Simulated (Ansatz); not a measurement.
## G0W0 on several functionals: TaAgO3 (R3c)

One-shot GW is not self-consistent; how far does the start matter for TaAgO3 (R3c)?

Main program and level: Ansatz 0.2.0; G0W0 on several functionals, plane waves, PAW.

In doubt: one-shot GW on d or f shells is unsure, so the values of those runs are not to be relied on.

## (1) The starting structure

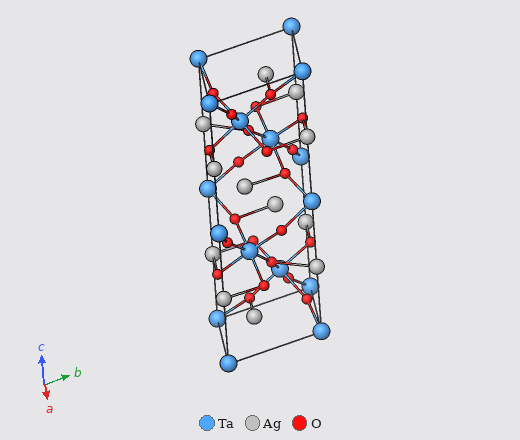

The starting structure, seen slightly off an axis (tantalum blue, silver light grey, oxygen red). This picture shows the conventional cell, with its axes. Bonds to atoms that aren't drawn are left out. Some periodic images of atoms are drawn too.

Geometry: measured cell, ions relaxed with LDA. The runs that relaxed it are not among those shown. Spin-orbit coupling is left out unless a step names it.

## (2) G0W0 on LDA

Now the one-shot GW correction: screening in the RPA, then the self-energy of the levels asked for. This step takes hard PAW files.

This step: G0W0 on LDA, plane waves, PAW.

input.yaml

```yaml
crystal:
  lattice:
    - [2.76405, 1.5958250116, 4.5719666667]
    - [-2.76405, 1.5958250116, 4.5719666667]
    - [0.0, -3.1916500231, 4.5719666667]
  atoms:
    - { symbol: Ta, position: [-0.0026385787, -0.0026385787, -0.0026385787] }
    - { symbol: Ta, position: [0.4973614213, 0.4973614213, 0.4973614213] }
    - { symbol: Ag, position: [0.249001027, 0.249001027, 0.249001027] }
    - { symbol: Ag, position: [0.749001027, 0.749001027, 0.749001027] }
    - { symbol: O, position: [0.8177770211, 0.6856263691, 0.2524341615] }
    - { symbol: O, position: [0.2524341615, 0.8177770211, 0.6856263691] }
    - { symbol: O, position: [0.6856263691, 0.2524341615, 0.8177770211] }
    - { symbol: O, position: [0.7524341615, 0.1856263691, 0.3177770211] }
    - { symbol: O, position: [0.1856263691, 0.3177770211, 0.7524341615] }
    - { symbol: O, position: [0.3177770211, 0.7524341615, 0.1856263691] }
kpoints:
  mp_grid: { grid: [4, 4, 4] }
hamiltonian:
  xc: lda
  pseudopotentials: { kind: paw, source: ansatz }
scf:
  occupations: { method: fixed }
gw:
  n_empty_bands: 719
  ecut_chi: 190.0
  qp_bands: [v3, c3]
  qp_kpoints: band_edges
  screening: { model: contour_deformation }
```

Command:

```bash
ansatz run input.yaml --threads 4 --pin off --max-ram 138240MiB --backend cuda --events-out ev --progress --plain --runs-dir out --devices 1 --max-vram 26GiB
```

Numbers of over 12 decimals in the logs are rounded to 6 here.

What it wrote:

```text
GPUs: using 1 of 1 available (devices: 1).
Engine: ansatz 0.2.0, x86_64-unknown-linux-gnu
Pseudopotentials: kind: paw
Pseudopotential: Ta, paw, valence charge 27, recommended cutoff 520 eV (normal), Ta.paw.azcp
Pseudopotential: Ag, paw, valence charge 19, recommended cutoff 480 eV (normal), Ag.paw.azcp
Pseudopotential: O, paw, valence charge 6, recommended cutoff 930 eV (normal), O.paw.azcp
Functional definition: SPW92
  exchange = slater_x
  correlation = pw_c
device memory: the entry about to start is reckoned to put 6.4 GiB on a device that reports 61.7 GiB free (of which the cap on the GPU budget leaves the run 26.0 GiB)
GPU FFT provider: cuFFT
GPU libraries: cuBLAS 13.8.2, cuFFT 12.4.0, cuSOLVER 12.3.4
Crystal: 10 atoms, lattice volume = 121.000 Å³
Basis set: ecut = 930 eV, 7793 PW (Γ)
Bands: 77, of which v1, the nominal top of the filled ones, is band 64 counted from 1 (63 counted from 0)
Symmetry: 6 space group operations
Space group: R3c (ITA 161), of the structure as read, at distance tolerance 4.9e-5 Å
k-points: 13 of 64 (time reversal used)
Non-local potential: Ta, projectors of the file, l = 0: 3, l = 1: 3, l = 2: 2, l = 3: 3
Non-local potential: Ag, projectors of the file, l = 0: 3, l = 1: 2, l = 2: 2, l = 3: 2
Non-local potential: O, projectors of the file, l = 0: 2, l = 1: 2, l = 2: 1
PAW form: soft (Blöchl's): semilocal exchange-correlation on the pseudo side does not see the compensation charge
PAW frozen core: Ta, regenerated for the run's functional, and the local potential with it (the file was generated under x = pbe(κ = 0.804, μ = 0.219515), c = pbe(β = 0.066725))
PAW frozen core: Ag, regenerated for the run's functional, and the local potential with it (the file was generated under x = pbe(κ = 0.804, μ = 0.219515), c = pbe(β = 0.066725))
PAW frozen core: O, regenerated for the run's functional, and the local potential with it (the file was generated under x = pbe(κ = 0.804, μ = 0.219515), c = pbe(β = 0.066725))
PAW one-centre angular grid: Ta, 590 points (default); XC on 96 Gauss nodes
PAW one-centre angular grid: Ag, 590 points (default); XC on 64 Gauss nodes
PAW one-centre angular grid: O, 110 points (default); XC on 64 Gauss nodes
Initial density: superposition of atomic densities (chi_scale 0.1, normalization cell, long waves kept (reshape's long-wave potential 0.00 eV rms))
Initial wavefunctions: pseudopotential atomic-orbital guess
GPU buffer pool allocated for 262144 grid points (all kernels)
GPU transforms: local potential and band sums: pruned to the plane-wave sphere, on 60×60×60
Functional: x = slater, c = lda
SCF iter   1: F=—  HF=-51340.236669 eV  |F-HF|=—  |Δ(HF+E_count)|=         —  Δρ=7.37e-2  dr2=4.17e0  ethr=3.10e-3  ⟨swp⟩=4.1  Hψ=3369  notcnv=0  defer=96
preconditioner: auto → Resta (q_TF=auto, 2.754 Å⁻¹)  ε∞=5.4  [insulator: Δε(μ)=1.548 eV  Ē_g=15.836 eV  n_scr=52 (ndim 8)  ℏωp=33.1 eV  f_vac=0.000  ε∞_Penn≈5.4]
SCF iter   2: F=—  HF=-51339.187945 eV  |F-HF|=—  |Δ(HF+E_count)|=    1.05e0  Δρ=3.07e-2  dr2=6.65e-1  ethr=3.10e-3  ⟨swp⟩=2.2  Hψ=1928  notcnv=0  defer=105
SCF iter   3: F=—  HF=-51338.999911 eV  |F-HF|=—  |Δ(HF+E_count)|=   1.88e-1  Δρ=1.76e-2  dr2=2.00e-1  ethr=5.20e-4  ⟨swp⟩=2.0  Hψ=1666  notcnv=0  defer=141
SCF iter   4: F=—  HF=-51338.949824 eV  |F-HF|=—  |Δ(HF+E_count)|=   5.01e-2  Δρ=3.10e-3  dr2=9.90e-3  ethr=1.56e-4  ⟨swp⟩=3.0  Hψ=1816  notcnv=0  defer=141
SCF iter   5: F=—  HF=-51338.949974 eV  |F-HF|=—  |Δ(HF+E_count)|=   1.50e-4  Δρ=1.40e-3  dr2=1.13e-3  ethr=7.74e-6  ⟨swp⟩=2.0  Hψ=1879  notcnv=0  defer=141
SCF iter   6: F=—  HF=-51338.949736 eV  |F-HF|=—  |Δ(HF+E_count)|=   2.38e-4  Δρ=3.42e-4  dr2=7.80e-5  ethr=8.85e-7  ⟨swp⟩=2.0  Hψ=1782  notcnv=0  defer=134
SCF iter   7: F=—  HF=-51338.949724 eV  |F-HF|=—  |Δ(HF+E_count)|=   1.21e-5  Δρ=1.32e-4  dr2=1.98e-5  ethr=6.09e-8  ⟨swp⟩=2.0  Hψ=1753  notcnv=0  defer=69
SCF iter   8: F=—  HF=-51338.949724 eV  |F-HF|=—  |Δ(HF+E_count)|=   2.75e-7  Δρ=3.46e-5  dr2=1.32e-6  ethr=1.55e-8  ⟨swp⟩=2.0  Hψ=1549  notcnv=0  defer=69
SCF iter   9: F=-51338.949724 eV  HF=-51338.949724 eV  |F-HF|=3.34e-8  |Δ(HF+E_count)|=   1.60e-7  Δρ=7.22e-6  dr2=5.76e-8  ethr=7.81e-11  ⟨swp⟩=9.1  Hψ=3840  notcnv=0
SCF 1 converged in 9 iterations: F = -51338.949724 eV  dr2 = 5.76e-8
  greatest PAW one-centre occupation: 0.999 electrons in one spin orbital (limit 2), on the Ag atom at site 2 (counted from 0), in its partial waves of l = 0
device memory: the entry about to start is reckoned to put 7.8 GiB (of the 7.9 GiB reckoned in all, the device holds 0.2 GiB already) on a device that reports 61.6 GiB free (of which the cap on the GPU budget leaves the run 25.9 GiB)
NSCF: frozen V_eff on 13 k-points
the band table was solved once the SCF had ended and its energy, with any forces and stress, was formed, with the checks that follow a solve (3862 applications of the Hamiltonian). They found nothing against the state; the energy, forces and stress were not computed again (output.eigenvalues in the input reference)
device memory: the entry about to start is reckoned to put 16.6 GiB on a device that reports 61.7 GiB free (of which the cap on the GPU budget leaves the run 26.0 GiB)
NSCF: frozen V_eff on 13 k-points
G₀W₀ screening: q 1/13
[... further progress lines ...]
device memory: the entry about to start is reckoned to put 1.4 GiB on a device that reports 42.5 GiB free (of which the cap on the GPU budget leaves the run 26.0 GiB)
NSCF: frozen V_eff on 1 k-points
device memory: the entry about to start is reckoned to put 1.4 GiB on a device that reports 42.5 GiB free (of which the cap on the GPU budget leaves the run 26.0 GiB)
NSCF: frozen V_eff on 1 k-points
device memory: the entry about to start is reckoned to put 1.4 GiB on a device that reports 42.5 GiB free (of which the cap on the GPU budget leaves the run 26.0 GiB)
NSCF: frozen V_eff on 1 k-points
SCF converged after 9 iterations
Free energy (F): -51338.949724 eV
Harris-Foulkes:  -51338.949724 eV  (|F-HF|=3.34e-8)
Internal energy: -51338.949724 eV  (E = F + TS)
E sigma→0 (E₀):  -51338.949724 eV
Fermi energy:    12.988408 eV
--- Per-component energies (eV) ---
  E_band       = -916.633432
  E_kinetic    = 3560.195499
  E_local      = -28194.126532  (includes V_loc(G=0)·N_el)
  E_nonlocal   = 5901.721538
  E_hartree    = 9351.811951
  E_xc         = -2015.966294
  E_vxc        = -1660.473098  (∫ρ·V_xc dr)
  E_paw        = -22117.703765  (= ΣΔE_a)
  E_vpaw       = 772.437053  (= ΣTr[D̂ρ^β])
  E_aug_tail   = 0.000096  (compensation charges beyond the density's cutoff)
  E_ewald      = -17832.168508
  E_core_change = 7.286291  (= ΣΔE_core)
  E_smearing   = -0.000000  (= −TS)
  E_closure    = 0.000000  (closes the sum)
  Σ components = -51338.949724   (vs F -51338.949724, Δ=0.00e0)
--- Band table (eV; the first three rows and the last of 13) ---
  k-point 0: bands = [... 60 lower, 12.2747, 12.3445, 12.8535, 12.8535, 14.9867, 15.0630, 15.0630, 15.3012, ... 9 higher]
  k-point 1: bands = [... 60 lower, 12.3272, 12.6604, 12.7514, 12.9112, 15.4194, 15.5777, 15.7155, 16.4245, ... 9 higher]
  k-point 2: bands = [... 60 lower, 12.6708, 12.6708, 12.9323, 12.9323, 16.3560, 16.3560, 16.8557, 16.8557, ... 9 higher]
  k-point 12: bands = [... 60 lower, 12.7182, 12.7182, 12.7182, 12.7182, 16.2969, 16.2969, 17.0983, 17.0983, ... 9 higher]
--- G₀W₀: contour deformation, 7 samples at zero and on the imaginary axis and 2 off it, 64 q-points, 719 empty bands' worth ---
  eigenvalues of the whole cell's RPA ε∞ on this k-mesh (on a slab, of 1 + 4πα/V) = 6.8167, 6.9401, 6.9401; static W/v taken at q = 0 is 0.144947
  bands read: the sum over 783 bands ends inside a degenerate multiplet in 3 slots, whose members it reads at an even weight; the widest, k=12: bands 783 to 786 (counted from 1) at 1/4 each
  gw.qp_kpoints: band_edges: 13 of 13 stored k-points solved, in 1 pass; an edge of the gap read off the rows below is read off those points alone
    ik  band        ε_KS         Σx   Σc(E_QP)       V_xc       Z   E_QP_lin       E_QP  E_QP is
     0    62     12.3445   -28.9185     4.4110   -23.8325  0.7311    11.6572    11.6696  root
     0    63     12.8535   -29.5042     4.5895   -24.3560  0.7275    12.2880    12.2948  root
     0    64     12.8535   -29.5042     4.5895   -24.3560  0.7275    12.2880    12.2948  root
     0    65     14.9867   -13.5141    -4.5330   -18.7920  0.7892    15.7393    15.7316  root
     0    66     15.0630   -14.4858    -4.7539   -20.0413  0.7832    15.8745    15.8646  root
     0    67     15.0630   -14.4858    -4.7539   -20.0413  0.7832    15.8745    15.8646  root
     1    62     12.6604   -29.9687     4.5552   -24.7768  0.7301    12.0140    12.0238  root
     1    63     12.7514   -30.4520     4.6330   -25.1737  0.7303    12.0963    12.1062  root
     1    64     12.9112   -30.8120     4.6659   -25.5069  0.7312    12.2629    12.2721  root
     1    65     15.4194   -12.9726    -4.7716   -18.5239  0.7857    16.2084    16.1991  root
     1    66     15.5777   -14.1240    -4.8655   -19.8115  0.7769    16.4113    16.3997  root
     1    67     15.7155   -14.5038    -4.8396   -20.1724  0.7713    16.5571    16.5445  root
     2    62     12.6708   -31.6478     4.7275   -26.1915  0.7326    11.9291    11.9421  root
     2    63     12.9323   -31.9440     4.6870   -26.5381  0.7352    12.2012    12.2134  root
     2    64     12.9323   -31.9440     4.6870   -26.5381  0.7352    12.2012    12.2134  root
     2    65     16.3560   -12.4175    -5.3436   -18.6020  0.7754    17.2120    17.1968  root
     2    66     16.3560   -12.4175    -5.3436   -18.6020  0.7754    17.2120    17.1968  root
     2    67     16.8557   -14.5067    -5.3156   -20.6860  0.7510    17.7394    17.7195  root
     3    62     12.7044   -31.2156     4.6861   -25.8278  0.7317    11.9904    12.0027  root
     3    63     12.7988   -30.3580     4.6451   -25.0822  0.7300    12.1591    12.1683  root
     3    64     12.8401   -31.2747     4.6956   -25.9016  0.7320    12.1518    12.1626  root
     3    65     14.9616   -13.7991    -4.8456   -19.4679  0.7849    15.7951    15.7848  root
     3    66     16.0954   -14.6861    -4.8442   -20.3517  0.7668    16.9303    16.9167  root
     3    67     16.1984   -14.1486    -4.7722   -19.7304  0.7672    17.0208    17.0079  root
[...]
11    66     16.0807   -14.5525    -4.8966   -20.2971  0.7633    16.9432    16.9288  root
    11    67     17.0824   -14.9549    -5.3142   -21.1519  0.7441    17.9860    17.9651  root
    12    62     12.7182   -31.5939     4.7587   -26.1282  0.7319    11.9995    12.0114  root
    12    63     12.7182   -31.5939     4.7587   -26.1282  0.7319    11.9995    12.0114  root
    12    64     12.7182   -31.5939     4.7587   -26.1282  0.7319    11.9995    12.0114  root
    12    65     16.2969   -11.9509    -5.2915   -18.0615  0.7784    17.1299    17.1159  root
    12    66     16.2969   -11.9509    -5.2915   -18.0615  0.7784    17.1299    17.1159  root
    12    67     17.0983   -15.0060    -5.4176   -21.2902  0.7412    17.9869    17.9648  root
```

The job ended after 2 min (1 × NVIDIA H100 80GB HBM3 (shared by 3 runs) with 4 threads of AMD EPYC 7R13 (Zen 3), shared host; peak memory 4.1 GiB).

Numbers from this step:

| Property | Result |
| --- | --- |
| bands summed | 783 |
| RPA ε∞ on this mesh (eigenvalues) | 6.817, 6.940, 6.940 |
| plane waves in the screening matrix | 725 |
| q-points in the mesh | 64 |
| G0W0 gap on the mesh | 3.405 eV |
| k of the valence top | 0, 0, 0 |
| k of the conduction bottom | 0, -0.5, -0.5 |
| starting gap on the mesh | 1.866 eV |
| Z at the valence top | 0.7275 |
| Z at the conduction bottom | 0.7867 |
| least direct G0W0 gap on the computed points | 3.437 eV |

The gap on the mesh goes from 1.87 eV to 3.41 eV, a correction of +1.54 eV, though a band edge has moved to another state.

(Continued in part 2 of 2.)

[Paths, hosts, dates, memory and timing lines, banners, echoed tables and standing remarks are left out of the program output.]

[Logs are printed without paths, hosts, clocks, repeated set-up lines and the standing remarks that a program may print on its own settings, such as how far it seeks lower states.]

[Runs of the session that timed out or met a known fault of the program may be left out.]

[Cells called generated may have been cut or substituted from an entry of the Crystallography Open Database or the Materials Project.]

[Hosts, paths, dates, database ids (printed as entryN), source tags and the programs' standing remarks are cut or masked in the printed files.]
